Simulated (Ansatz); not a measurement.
**Converging the plane-wave cutoff: Ta (Im-3m, 1 atom in the cell)**

```yaml
crystal:
  lattice:
    - [-1.65825, 1.65825, 1.65825]
    - [1.65825, -1.65825, 1.65825]
    - [1.65825, 1.65825, -1.65825]
  atoms:
    - { symbol: Ta, position: [0.00000, 0.00000, 0.00000] }
```

Computed with PBE (plane waves, PAW; Ansatz, a first-principles code).

Base settings: basis.ecutwfc = 420 eV; kpoints.mp_grid.grid = 14 14 14; hamiltonian.xc = pbe; hamiltonian.pseudopotentials = {kind: paw} (the program's default PAW files); scf.occupations.method = gaussian; scf.occupations.width = 0.1 eV.

The second cell is the first with its lattice scaled by 0.98.

The mesh stays at the base's, so the ladder's end is converged at best in this setting alone.

The first pressure column holds Ansatz's estimate of the finite-basis (Pulay) stress, which hides part of the cutoff error; the other is without it.

Only quantities that move along the ladder and can be compared are tabulated.

The count of work is k-points × plane waves × bands × iterations; it is no time. 

The starting cell has typed, rounded lattice constants, without a prior relaxation at this level. Its lattice was rescaled by up to half a per cent. Spin polarisation is off.

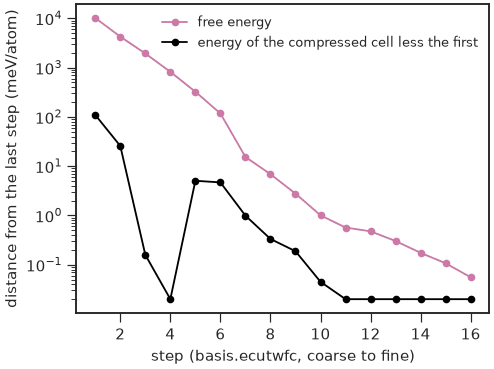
Figure: Distance from the last step along the ladder; very small values are drawn at a floor.

```csv
basis.ecutwfc,free energy less the last step's (meV/atom),energy of the compressed cell less the first (meV/atom),pressure (GPa),pressure without the Pulay estimate (GPa),count of work / last
145 eV,10181.02,-62.65,-22.91,-308.06,0.061
170 eV,4244.68,21.35,-1.87,-160.24,0.067
190 eV,1935.16,46.95,2.29,-87.19,0.067
210 eV,821.79,47.09,0.68,-44.03,0.10
230 eV,323.94,52.16,1.28,-20.12,0.11
250 eV,117.46,51.79,0.85,-8.01,0.14
295 eV,15.39,48.10,0.55,-0.32,0.16
335 eV,6.87,47.44,0.47,0.26,0.19
380 eV,2.77,47.30,0.44,0.29,0.25
420 eV,1.01,47.15,0.42,0.37,0.29
460 eV,0.57,47.12,0.42,0.41,0.30
505 eV,0.48,47.12,0.42,0.42,0.36
565 eV,0.30,47.12,0.42,0.41,0.43
630 eV,0.17,47.12,0.42,0.42,0.52
735 eV,0.11,47.11,0.42,0.42,0.61
840 eV,0.06,47.11,0.42,0.42,0.74
1010 eV,0.00,47.11,0.42,0.42,1.0
```

Coarsest basis.ecutwfc that holds the free energy within 2 meV/atom of the last step, with all finer ones: 420 eV, at 0.29 of the last step's count of work; the step before is off by 2.8 meV/atom.

Coarsest basis.ecutwfc that holds the pressure without the Pulay estimate within 0.2 GPa of the last step, with all finer ones: 335 eV, at 0.19 of the last step's count of work; the step before is off by 0.73 GPa.

Coarsest basis.ecutwfc that holds the pressure within 1 GPa of the last step, with all finer ones: 210 eV, at 0.10 of the last step's count of work; the step before is off by 1.9 GPa.

The energy difference between the two cells stays within 1 meV/atom of the last step's from 295 eV on, the total only from 460 eV on: much of the error is common to both cells and cancels.

Two neighbours can agree and both be off: 230 eV and 250 eV differ by 0.37 meV/atom in the energy of the compressed cell less the first, yet lie about 4.7 meV/atom from the last step.

At the lowest cutoff the pressure without the Pulay estimate lies 308 GPa under the last step's, the usual sign of Pulay stress in an incomplete plane-wave basis.

Keys are those of Ansatz 0.2.
